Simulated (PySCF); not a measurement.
CHF3O3S, SMILES `O=S(=O)(O)C(F)(F)F`.

PySCF calculation, PBE0/6-311+G**, gas phase; geometry: GFN2-xTB. No frequency check shows the geometry to be a minimum. GFN2-xTB bond lengths at metals and heavier atoms can be off by up to 0.1 Å and shapes distorted, which carries into these values.

The calculation's input:

```python
import numpy as np
from pyscf import gto, scf, dft
from pyscf.scf import atom_ks, atom_hf
from scipy.linalg import block_diag

def solve(mol, dm0=None, hcore=None):
    mf = (dft.UKS if mol.spin else dft.RKS)(mol, xc='pbe0')
    mf.grids.level = 3
    mf = mf.density_fit(auxbasis='def2-universal-jkfit')
    mf.conv_tol, mf.max_cycle = 1e-8, 80
    if hcore is not None:
        mf.get_hcore = lambda *args: hcore
    mf.kernel(dm0)
    if not mf.converged:
        mf = mf.newton().run(mf.mo_coeff, mf.mo_occ, max_cycle=30)
    assert mf.converged, 'SCF not converged'
    return mf

mol = gto.M(atom='''
O      1.27617     0.03230    -1.39486
S      0.86467     0.14879    -0.04137
O      1.24291     1.25040     0.75528
O      1.19105    -1.20178     0.71670
C     -0.99767     0.01083    -0.00449
F     -1.32764    -1.14870    -0.56659
F     -1.56465     0.99536    -0.68015
F     -1.43660     0.02187     1.24223
H      1.43033    -1.90977     0.11243
''', basis='6-311+g**', charge=0, spin=0, verbose=4)
mf = solve(mol)
mf.analyze()
# spherically averaged free atoms, for the promolecule
atm = atom_ks.get_atm_nrks(mol, xc='pbe0')
pro = block_diag(*[(atm[a[0]][2] * atm[a[0]][3]) @ atm[a[0]][2].T for a in mol._atom])
np.savez('result.npz', e=mf.e_tot, c=mf.mo_coeff, occ=mf.mo_occ, eps=mf.mo_energy, pro=pro, dip=mf.dip_moment(verbose=0), s2=mf.spin_square()[0])
```

Run with:

```sh
OMP_NUM_THREADS=1 python input.py
```

The run took 27 s on 1 thread of Intel(R) Xeon(R) Platinum 8259CL CPU @ 2.50GHz (Skylake/Cascade Lake), on a shared host, peak memory 0.75 GiB.

Partitions, critical points and surface values were worked out afterwards from this run's density.

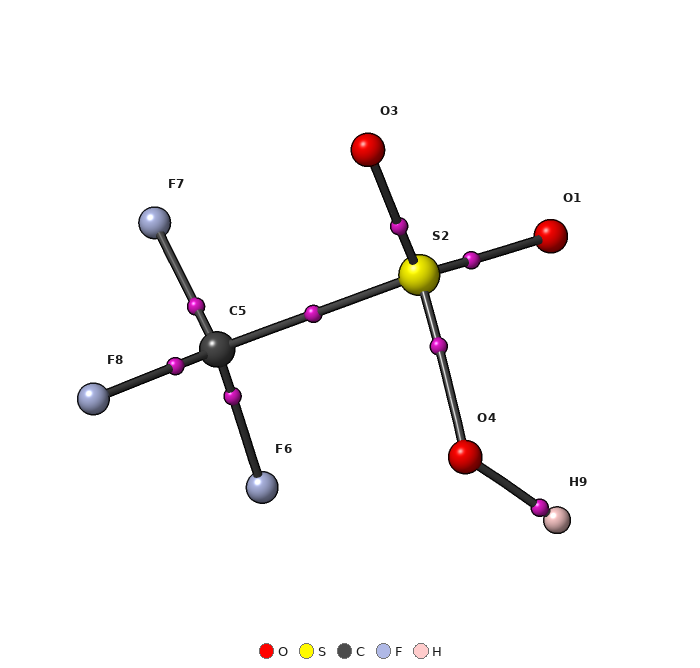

Molecular graph of the electron density (QTAIM): bond paths, bond critical points (magenta), ring points (cyan, if any); weak paths are dashed.

How many critical points of each kind are there, and does the count close?

9 nuclei, 8 bond, 0 ring and 0 cage critical points: 9 − 8 + 0 − 0 = 1, as the Poincaré–Hopf relation requires.

What does the calculation give at each kind of bond critical point?

| bond | length (Å) | ρ (a.u.) | ∇²ρ (a.u.) | ε | H (a.u.) |
| --- | --- | --- | --- | --- | --- |
| O4–H9 | 0.961 | 0.359 | −2.60 | 0.02 | −0.715 |
| S2–O3 | 1.411 | 0.316 | +1.49 | 0.03 | −0.372 |
| O1–S2 | 1.419 | 0.311 | +1.41 | 0.04 | −0.368 |
| C5–F8 | 1.322 | 0.290 | −0.16 | 0.13 | −0.414 |
| C5–F7 | 1.322 | 0.290 | −0.17 | 0.13 | −0.413 |
| C5–F6 | 1.330 | 0.284 | −0.18 | 0.14 | −0.402 |
| S2–O4 | 1.583 | 0.231 | +0.18 | 0.08 | −0.275 |
| S2–C5 | 1.868 | 0.193 | −0.36 | 0.01 | −0.131 |

What kind of interaction is C5–F8?

Shared-shell (covalent): ρ = 0.290, ∇²ρ = −0.16, H = −0.414 a.u.
